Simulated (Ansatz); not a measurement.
**O2 (oxygen) at UHF/STO-3G**

What is the energy change on altering one bond length of O2 (oxygen) at UHF/STO-3G? 

The results are computed with Ansatz 0.2.0.

39 further runs of the same task are left out: 15 that didn't finish, 24 set aside as unsound or not needed.

## (1) The structure to begin with

The species is O2 (2 atoms), meant as a triplet with charge 0. As SMILES, `O=O`. The coordinates come from a GFN2-xTB relaxation.

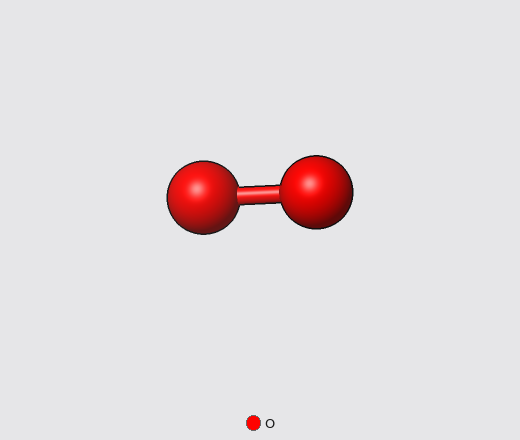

Viewed from a chosen angle; oxygen red.

## (2) The energy at UHF/STO-3G

input.yaml reads:

```yaml
crystal:
  periodic: [false, false, false]
  atoms:
    - {symbol: O, position_ang: [0.516930, -0.167240, 0.266250]}
    - {symbol: O, position_ang: [-0.516930, 0.167240, -0.266250]}
basis:
  gaussian:
    orbitals: STO-3G
total_charge: 0
hamiltonian:
  xc: hf
magnetization:
  spin_polarized: true
  initial_magnetization: 2
accuracy: high
```

Started as:

```console
ansatz run input.yaml --threads 1 --pin off --max-ram 2610MiB --events-out events.jsonl --progress --plain --runs-dir runs
```

The log of the run:

```text
Warning: RAYON_NUM_THREADS=1 ignored (pool sized by the plan → 1); use --threads N
Functional definition: HF
  name "HF"
  exchange = exact_x
  correlation = 0
149 factors; integrals over basis functions are off by at most 3.4e-8 eV
mean field evaluation 1: about -4017.0828 eV, gradient 5.0e0 eV
mean field evaluation 2: about -4017.1809 eV, gradient 5.2e0 eV
mean field evaluation 4: about -4017.3268 eV, gradient 2.3e-1 eV
mean field evaluation 8: about -4017.3272 eV, gradient 1.4e-5 eV
mean field evaluation 16: about -4017.3272 eV, gradient 3.3e-7 eV
mean field evaluation 32: about -4017.2166 eV, gradient 2.2e-5 eV
mean field -4017.36842804 eV, -147.6355666604 hartree, gradient 1.0e-8 eV, S^2 2.003319; 2 other end points of the search recorded, 0 dependent functions left out
reference -4017.36842804 eV, -147.6355666604 hartree; 9, 7 occupied and 1, 3 virtual orbitals, 149 factors
Total energy: -4017.36842804 eV, -147.6355666604 hartree
```

Wall time 0.09 s (1 thread of Arm Neoverse V1, shared host).

## (3) The distorted shape at the same level

job.yaml reads:

```yaml
crystal:
  periodic: [false, false, false]
  atoms:
    - symbol: O
      position_ang: [0.775392, -0.250859, 0.399374]
    - symbol: O
      position_ang: [-0.516930, 0.167240, -0.266250]
basis:
  gaussian:
    orbitals: STO-3G
magnetization:
  spin_polarized: true
  initial_magnetization: 2
hamiltonian:
  xc: hf
accuracy: high
```

Started as:

```console
ansatz run job.yaml --threads 1 --pin off --max-ram 2610MiB --events-out events.jsonl --progress --plain --runs-dir runs
```

The log of the run:

```text
Warning: RAYON_NUM_THREADS=1 ignored (pool sized by the plan → 1); use --threads N
[... 4 set-up lines as earlier in the session ...]
149 factors; integrals over basis functions are off by at most 4.5e-8 eV
mean field evaluation 1: about -4013.9039 eV, gradient 2.3e0 eV
mean field evaluation 2: about -4013.9567 eV, gradient 2.4e0 eV
mean field evaluation 4: about -4013.9959 eV, gradient 2.1e-1 eV
mean field evaluation 8: about -4013.9965 eV, gradient 8.6e-5 eV
mean field evaluation 16: about -4013.9965 eV, gradient 9.4e-8 eV
mean field evaluation 32: about -4016.3237 eV, gradient 1.3e-3 eV
mean field evaluation 64: about -4016.0531 eV, gradient 2.5e0 eV
mean field evaluation 96: about -4015.5363 eV, gradient 1.1e0 eV
mean field evaluation 128: about -4015.6713 eV, gradient 7.5e-1 eV
mean field -4016.32371342 eV, -147.5971741061 hartree, gradient 8.6e-8 eV, S^2 2.073868; 12 other end points of the search recorded, 0 dependent functions left out
reference -4016.32371342 eV, -147.5971741061 hartree; 9, 7 occupied and 1, 3 virtual orbitals, 149 factors
Total energy: -4016.32371342 eV, -147.5971741061 hartree
```

Run time: 0.16 s. Hardware: 1 thread of Arm Neoverse V1, shared host.

## (4) Outcome

Level: UHF/STO-3G.

```
                                                         quantity          value
                                        first shape: total energy  -147.63557 Eh
                                                first shape: ⟨S²⟩          2.003
                                    distorted shape: total energy  -147.59717 Eh
                                            distorted shape: ⟨S²⟩          2.074
energy change with the O1–O2 bond stretched from 1.210 to 1.513 Å       1.045 eV
```

In words: With the O1–O2 bond stretched from 1.210 to 1.513 Å the energy rises by 1.04 eV (24 kcal/mol). The first shape isn't relaxed at this level, so the change isn't measured from a minimum. The minimal basis adds a large error of its own.
